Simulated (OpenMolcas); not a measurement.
# Run report: CF₂O, single-point calculation (part 3 of 3)

CF₂O, multiplicity 3; TPSS/aug-cc-pVDZ, UKS (OpenMolcas 26.06). The geometry is that of the parent species in another charge or spin state. The geometry comes from this level: PBE0-D4/def2-TZVP.

Geometry of the input (Å):
```
O  -1.2427  -0.1574  0.1539
C  -0.0918  -0.0116  0.0114
F  0.8455  -0.8267  0.4247
F  0.4890  0.9957  -0.5900
```

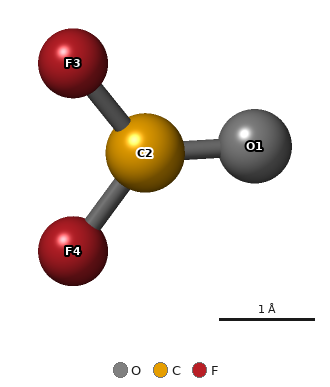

**Figure 1.** The input geometry (ball-and-stick view, seen at a tilt; atoms are numbered from 1 in the order of the input).

### Output, continued
```
  Index Energy  Occupation Coefficients ...

    1  -24.4886    2.0000         47 F3     1s     ( 0.666),    70 F4     1s     ( 0.750),

    2  -24.4805    2.0000         47 F3     1s     (-0.750),    70 F4     1s     ( 0.666),

    3  -18.9307    2.0000          1 O1     1s     ( 1.000),

    4  -10.1393    2.0000         24 C2     1s     (-1.003),

    5   -1.1927    2.0000         48 F3     1s     (-0.687),    71 F4     1s     ( 0.687),

    6   -1.2429    2.0000         48 F3     1s     (-0.648),    71 F4     1s     (-0.648),

    7   -0.4094    2.0000         54 F3     2py    (-0.346),    57 F3     2pz    (-0.610),    77 F4     2py    ( 0.346),    80 F4     2pz    ( 0.610),

    8   -0.5261    2.0000         31 C2     2py    (-0.441),    51 F3     2px    (-0.322),    54 F3     2py    ( 0.479),    77 F4     2py    ( 0.536),
                                  80 F4     2pz    (-0.310),

    9   -0.7452    2.0000          5 O1     2px    (-0.617),    25 C2     1s     (-0.318),    28 C2     2px    ( 0.567),

   10   -0.4598    1.9999         51 F3     2px    (-0.591),    74 F4     2px    (-0.639),

   11   -0.4322    1.9999         11 O1     2pz    (-0.286),    54 F3     2py    ( 0.312),    57 F3     2pz    ( 0.551),    77 F4     2py    ( 0.312),
                                  80 F4     2pz    ( 0.551),

   12   -0.9269    1.9996          2 O1     1s     (-0.736),    25 C2     1s     (-0.469),

   13   -0.4432    1.9996         51 F3     2px    (-0.448),    54 F3     2py    (-0.377),    74 F4     2px    ( 0.570),

   14   -0.4543    1.9995          8 O1     2py    ( 0.396),    11 O1     2pz    ( 0.699),    34 C2     2pz    ( 0.422),

   15   -0.6483    1.9991          2 O1     1s     (-0.568),     5 O1     2px    ( 0.408),    25 C2     1s     ( 0.557),    77 F4     2py    (-0.299),

   16   -0.3597    1.0000          8 O1     2py    ( 0.791),    11 O1     2pz    (-0.441),

   17   -0.0316    1.0000         11 O1     2pz    ( 0.455),    31 C2     2py    (-0.514),    34 C2     2pz    (-0.906),

   18    0.3595    0.0009          2 O1     1s     (-0.726),    25 C2     1s     ( 1.113),

   19    0.5878    0.0005         11 O1     2pz    ( 0.702),    12 O1     2pz    (-0.643),    31 C2     2py    ( 0.550),    34 C2     2pz    ( 0.970),
                                  35 C2     2pz    (-0.711),

   20    0.3268    0.0004          8 O1     2py    (-0.759),    11 O1     2pz    ( 0.423),    31 C2     2py    ( 0.515),    51 F3     2px    (-0.431),
                                  74 F4     2px    ( 0.411),

   21    1.1400    0.0004          2 O1     1s     ( 1.102),     3 O1     1s     (-0.589),    25 C2     1s     ( 1.156),    28 C2     2px    ( 0.615),

   22    0.6369    0.0001         11 O1     2pz    ( 0.555),    12 O1     2pz    (-0.588),    13 O1     2pz    (-0.570),    31 C2     2py    (-0.389),
                                  34 C2     2pz    (-0.685),    35 C2     2pz    ( 0.553),    57 F3     2pz    (-0.434),    58 F3     2pz    ( 0.462),
                                  80 F4     2pz    (-0.434),    81 F4     2pz    ( 0.462),

   23    0.6906    0.0001         25 C2     1s     ( 0.664),    26 C2     1s     (-0.842),    51 F3     2px    (-0.659),    52 F3     2px    ( 0.421),
                                  74 F4     2px    (-0.693),    75 F4     2px    ( 0.431),

   24    1.4980    0.0000          3 O1     1s     ( 0.874),    26 C2     1s     ( 1.007),    29 C2     2px    ( 1.102),

   25    0.5351    0.0000         31 C2     2py    (-1.413),    32 C2     2py    (-0.900),    49 F3     1s     (-1.093),    50 F3     1s     (-1.756),
                                  72 F4     1s     ( 1.093),    73 F4     1s     ( 1.756),

   26    0.8336    0.0000         55 F3     2py    (-0.467),    57 F3     2pz    ( 0.675),    58 F3     2pz    (-0.823),    59 F3     2pz    (-0.451),
                                  78 F4     2py    ( 0.467),    80 F4     2pz    (-0.675),    81 F4     2pz    ( 0.823),    82 F4     2pz    ( 0.451),

   27    1.6600    0.0000         25 C2     1s     (-1.615),    48 F3     1s     (-1.247),    49 F3     1s     ( 1.242),    50 F3     1s     ( 0.880),
                                  71 F4     1s     (-1.247),    72 F4     1s     ( 1.242),    73 F4     1s     ( 0.880),

   28    2.0855    0.0000         48 F3     1s     ( 1.518),    49 F3     1s     (-1.737),    50 F3     1s     (-1.280),    71 F4     1s     (-1.518),
                                  72 F4     1s     ( 1.737),    73 F4     1s     ( 1.280),

   29    1.8187    0.0000          3 O1     1s     (-3.301),    25 C2     1s     ( 5.969),    26 C2     1s     (-3.803),

   30    1.9631    0.0000          3 O1     1s     (-8.767),    26 C2     1s     ( 5.986),

   31    2.8415    0.0000         26 C2     1s     ( 4.101),    48 F3     1s     ( 2.294),    49 F3     1s     (-4.327),    71 F4     1s     ( 2.294),
                                  72 F4     1s     (-4.326),

   32    2.1722    0.0000         32 C2     2py    ( 2.565),    49 F3     1s     ( 3.958),    72 F4     1s     (-3.959),

   33    0.2958    0.0000          4 O1     1s     ( 1.764),    27 C2     1s     (-3.369),

   34    0.2070    0.0000         33 C2     2py    ( 1.855),    36 C2     2pz    (-1.033),    50 F3     1s     ( 0.978),    73 F4     1s     (-0.978),

   35    0.2573    0.0000         33 C2     2py    ( 0.816),    36 C2     2pz    ( 1.439),

   36    0.2438    0.0000          4 O1     1s     (-2.053),    30 C2     2px    (-2.226),

   37    0.3660    0.0000          4 O1     1s     (-1.737),     7 O1     2px    (-2.004),    26 C2     1s     ( 2.561),    27 C2     1s     ( 1.790),

   38    0.4415    0.0000         10 O1     2py    ( 1.453),    13 O1     2pz    (-0.810),    38 C2     3d2-   ( 1.243),    49 F3     1s     ( 1.057),
                                  50 F3     1s     ( 1.217),    72 F4     1s     (-1.052),    73 F4     1s     (-1.207),

   39    0.6179    0.0000         25 C2     1s     (-2.136),    26 C2     1s     ( 2.947),    27 C2     1s     ( 1.945),

   40    0.5462    0.0000         10 O1     2py    (-0.928),    13 O1     2pz    (-1.632),

   41    0.6758    0.0000          4 O1     1s     ( 1.813),    27 C2     1s     (-3.592),    50 F3     1s     ( 2.166),    73 F4     1s     ( 2.176),

   42    0.7933    0.0000         56 F3     2py    (-0.596),    58 F3     2pz    ( 0.876),    59 F3     2pz    (-1.043),    79 F4     2py    ( 0.564),
                                  81 F4     2pz    (-0.873),    82 F4     2pz    ( 1.060),

   43    0.2665    0.0000         10 O1     2py    ( 2.307),    13 O1     2pz    (-1.196),    33 C2     2py    (-1.986),    50 F3     1s     ( 1.757),
                                  53 F3     2px    (-1.747),    73 F4     1s     (-1.764),    76 F4     2px    ( 1.264),    79 F4     2py    ( 1.490),

   44    0.4650    0.0000         13 O1     2pz    (-1.231),    33 C2     2py    ( 1.067),    35 C2     2pz    ( 1.070),    36 C2     2pz    ( 1.945),
                                  59 F3     2pz    (-1.190),    82 F4     2pz    (-1.252),

   45    1.1756    0.0000         32 C2     2py    ( 2.341),    50 F3     1s     ( 3.032),    73 F4     1s     (-3.852),

   46    2.4986    0.0000         50 F3     1s     ( 2.512),    73 F4     1s     (-2.263),

   47    0.3862    0.0000          4 O1     1s     (-4.315),     7 O1     2px    (-3.355),    30 C2     2px    ( 2.484),    50 F3     1s     ( 2.559),
                                  53 F3     2px    (-3.012),    73 F4     1s     ( 3.108),    76 F4     2px    (-2.760),

   48    0.7841    0.0000          4 O1     1s     (-6.091),

   49    1.5206    0.0000          3 O1     1s     (-0.865),     4 O1     1s     (-1.045),    21 O1     3d1+   (-0.774),    26 C2     1s     ( 1.399),
                                  29 C2     2px    (-1.211),    32 C2     2py    ( 1.162),    50 F3     1s     ( 1.218),    72 F4     1s     (-0.892),
                                  73 F4     1s     (-1.106),    78 F4     2py    ( 0.781),

   50    0.6590    0.0000         26 C2     1s     (-1.211),    50 F3     1s     (-1.713),    56 F3     2py    (-1.589),    59 F3     2pz    ( 1.104),
                                  73 F4     1s     ( 2.016),    79 F4     2py    (-1.650),

   51    1.3067    0.0000          3 O1     1s     (-3.890),     4 O1     1s     (-5.531),    29 C2     2px    (-6.567),

   52    1.0373    0.0000         25 C2     1s     ( 2.191),    26 C2     1s     (-3.425),    50 F3     1s     ( 1.847),

   53    1.5143    0.0000          4 O1     1s     (-1.962),    26 C2     1s     ( 1.654),    29 C2     2px    (-1.706),    32 C2     2py    (-1.921),
                                  50 F3     1s     (-2.001),    73 F4     1s     ( 3.304),

   54    0.9137    0.0000         50 F3     1s     ( 3.996),

   55    0.9407    0.0000          4 O1     1s     (-5.803),    29 C2     2px    (-5.555),    50 F3     1s     ( 3.999),

   56    1.2081    0.0000          3 O1     1s     (-0.921),    40 C2     3d1-   ( 0.889),    46 C2     3d2+   ( 1.729),    52 F3     2px    (-1.009),
                                  75 F4     2px    (-1.234),

   57    1.7173    0.0000          3 O1     1s     ( 2.950),     4 O1     1s     ( 5.882),     6 O1     2px    ( 3.348),    26 C2     1s     (-2.975),

   58    0.9827    0.0000         26 C2     1s     ( 1.358),    50 F3     1s     (-0.932),    59 F3     2pz    ( 0.916),    76 F4     2px    ( 0.747),

   59    1.0831    0.0000          4 O1     1s     (-1.497),    26 C2     1s     ( 0.771),    38 C2     3d2-   (-0.895),    56 F3     2py    (-0.823),
                                  73 F4     1s     ( 1.288),    79 F4     2py    (-0.924),

   60    0.7206    0.0000         32 C2     2py    ( 2.908),    50 F3     1s     ( 4.751),    73 F4     1s     (-5.184),

   61    0.9679    0.0000         32 C2     2py    (-1.723),    73 F4     1s     ( 1.641),

   62    1.9484    0.0000         49 F3     1s     ( 2.852),    50 F3     1s     ( 3.392),    72 F4     1s     (-2.705),    73 F4     1s     (-3.587),
                                  78 F4     2py    ( 1.860),

   63    2.6702    0.0000         26 C2     1s     (-4.119),    49 F3     1s     ( 2.197),    72 F4     1s     ( 2.906),    73 F4     1s     ( 2.694),

   64    2.1681    0.0000          3 O1     1s     (-3.217),    26 C2     1s     ( 6.251),    50 F3     1s     (-3.301),

   65    0.7925    0.0000         26 C2     1s     (-2.380),    73 F4     1s     ( 2.297),

   66    2.1598    0.0000         26 C2     1s     (-6.841),    50 F3     1s     ( 3.705),

   67    1.5745    0.0000         32 C2     2py    (-1.957),    50 F3     1s     (-2.231),    73 F4     1s     ( 2.855),

   68    1.6866    0.0000          3 O1     1s     (-7.342),     4 O1     1s     (-3.948),    26 C2     1s     ( 4.674),

   69    1.2399    0.0000          4 O1     1s     ( 0.931),    12 O1     2pz    ( 0.944),    13 O1     2pz    ( 0.836),    29 C2     2px    ( 0.801),
                                  35 C2     2pz    (-0.765),    38 C2     3d2-   ( 0.710),    44 C2     3d1+   ( 1.390),    50 F3     1s     (-0.931),
                                  81 F4     2pz    (-0.950),

   70    1.0614    0.0000         26 C2     1s     (-0.311),    39 C2     3d1-   (-0.225),    41 C2     3d0    ( 0.334),    42 C2     3d0    (-0.224),
                                  50 F3     1s     ( 0.344),    56 F3     2py    ( 0.219),    58 F3     2pz    (-0.240),    61 F3     3d2-   (-0.262),
                                  67 F3     3d1+   (-0.430),    81 F4     2pz    ( 0.228),    82 F4     2pz    (-0.417),    84 F4     3d2-   ( 0.250),
                                  88 F4     3d0    (-0.255),    90 F4     3d1+   ( 0.334),

   71    0.9559    0.0000         32 C2     2py    ( 1.887),    50 F3     1s     ( 2.263),    73 F4     1s     (-2.717),    82 F4     2pz    (-1.422),

   72    3.9962    0.0000         26 C2     1s     ( 0.696),    50 F3     1s     (-0.493),    56 F3     2py    (-0.451),    65 F3     3d0    ( 0.435),
                                  66 F3     3d1+   (-0.612),    67 F3     3d1+   ( 0.453),    72 F4     1s     (-0.613),    87 F4     3d0    (-0.483),
                                  89 F4     3d1+   ( 0.380),

   73    1.4462    0.0000         32 C2     2py    (-1.169),    38 C2     3d2-   (-1.753),    44 C2     3d1+   ( 0.972),    73 F4     1s     ( 1.320),

   74    1.9647    0.0000          9 O1     2py    ( 1.819),    12 O1     2pz    (-1.009),    15 O1     3d2-   ( 1.221),    32 C2     2py    (-1.836),
                                  35 C2     2pz    ( 1.021),    37 C2     3d2-   ( 1.238),    38 C2     3d2-   ( 1.212),

   75    1.3592    0.0000          9 O1     2py    ( 2.971),    12 O1     2pz    (-1.578),    32 C2     2py    (-2.722),    38 C2     3d2-   ( 2.098),

   76    4.3132    0.0000         26 C2     1s     ( 0.330),    50 F3     1s     (-0.560),    62 F3     3d1-   (-0.395),    64 F3     3d0    ( 0.463),
                                  66 F3     3d1+   ( 0.440),    67 F3     3d1+   (-0.359),    68 F3     3d2+   ( 0.311),    73 F4     1s     ( 0.333),
                                  85 F4     3d1-   ( 0.369),    87 F4     3d0    (-0.608),    88 F4     3d0    ( 0.427),    91 F4     3d2+   (-0.312),

   77    4.1026    0.0000         26 C2     1s     (-0.568),    46 C2     3d2+   ( 0.485),    50 F3     1s     ( 0.421),    64 F3     3d0    ( 0.468),
                                  65 F3     3d0    (-0.431),    66 F3     3d1+   (-0.445),    72 F4     1s     ( 0.498),    79 F4     2py    ( 0.345),
                                  83 F4     3d2-   ( 0.341),    89 F4     3d1+   ( 0.619),    90 F4     3d1+   (-0.465),

   78    1.6078    0.0000          4 O1     1s     ( 0.677),    19 O1     3d0    (-0.481),    29 C2     2px    ( 0.747),    39 C2     3d1-   (-0.681),
                                  41 C2     3d0    ( 0.871),    42 C2     3d0    ( 0.631),    45 C2     3d2+   ( 0.538),    50 F3     1s     (-0.771),
                                  67 F3     3d1+   ( 0.589),    88 F4     3d0    ( 0.472),

   79    3.0920    0.0000         14 O1     3d2-   ( 0.581),    20 O1     3d1+   ( 1.009),    21 O1     3d1+   (-0.638),    50 F3     1s     ( 0.632),

   80    1.0916    0.0000          4 O1     1s     ( 1.029),    19 O1     3d0    (-0.646),    26 C2     1s     ( 0.697),    29 C2     2px    ( 1.184),
                                  40 C2     3d1-   (-0.910),    42 C2     3d0    ( 1.230),    50 F3     1s     (-1.091),    58 F3     2pz    (-0.689),

   81    4.1596    0.0000         32 C2     2py    ( 0.688),    48 F3     1s     (-0.847),    49 F3     1s     ( 1.227),    72 F4     1s     (-1.303),
                                  73 F4     1s     (-1.319),

   82    4.1879    0.0000          3 O1     1s     (-0.780),    25 C2     1s     ( 0.668),    26 C2     1s     (-0.673),    29 C2     2px    (-1.265),
                                  72 F4     1s     ( 1.013),

   83    4.0114    0.0000         25 C2     1s     ( 1.068),    26 C2     1s     ( 1.406),    29 C2     2px    ( 1.479),    48 F3     1s     ( 1.183),
                                  49 F3     1s     (-1.865),    71 F4     1s     ( 0.995),    72 F4     1s     (-1.702),

   84    4.2714    0.0000         48 F3     1s     ( 1.253),    49 F3     1s     (-1.922),    72 F4     1s     ( 1.406),

   85    3.1637    0.0000         16 O1     3d1-   ( 0.613),    18 O1     3d0    (-0.864),    19 O1     3d0    ( 0.583),    22 O1     3d2+   (-0.517),

   86    4.3958    0.0000         12 O1     2pz    (-0.417),    44 C2     3d1+   (-0.435),    64 F3     3d0    ( 0.428),    66 F3     3d1+   (-0.558),
                                  83 F4     3d2-   (-0.379),    89 F4     3d1+   (-0.694),    90 F4     3d1+   ( 0.412),

   87    4.2231    0.0000         26 C2     1s     ( 0.518),    48 F3     1s     (-1.022),    49 F3     1s     ( 0.776),    62 F3     3d1-   ( 0.616),

--

++    Molecular properties:
      ---------------------

      Charge (e):
                      =   -0.0000
      Dipole Moment (debye):
      Origin of the operator (angstrom)=    0.0663    0.0084   -0.0082
                   X= -1.5864E-01               Y= -2.0080E-02               Z=  1.9644E-02           Total=  1.6111E-01
      Quadrupole Moment (debye*angstrom):
      Origin of the operator (angstrom)=    0.0663    0.0084   -0.0082
                  XX= -2.1402E+01              XY= -1.0063E-01              XZ=  1.2564E-01              YY= -2.0436E+01
                  YZ=  2.0458E-01              ZZ= -2.0207E+01
      In traceless form (debye*angstrom)
                  XX= -1.0807E+00              XY= -1.5094E-01              XZ=  1.8846E-01              YY=  3.6855E-01
                  YZ=  3.0688E-01              ZZ=  7.1218E-01
--

--- Stop Module: scf /rc=_RC_ALL_IS_WELL_ ---
--- Module scf spent 1 minute 18 seconds ---

.##################.
.# Happy landing! #.
.##################.

    Timing: Wall=81.30 User=74.99 System=6.27
```

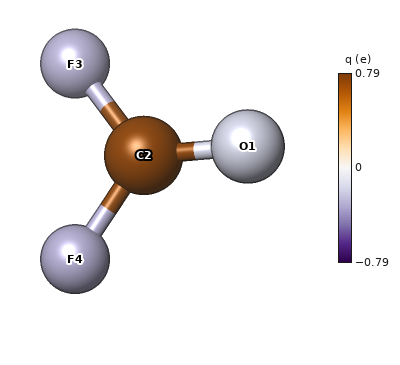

**Figure 2.** Mulliken charges, as the colour of each atom (ball-and-stick view, seen at a tilt; atoms are numbered from 1 in the order of the input). By element: O −0.16, C +0.75 and F −0.30 e.

### Key numbers

- outcome: converged
- total energy: −312.848213 hartree
- basis functions: 92
- ⟨S²⟩: 2.005
- dipole moment: 0.16 debye
- wall time: 82 s
- peak memory: 0.51 GiB
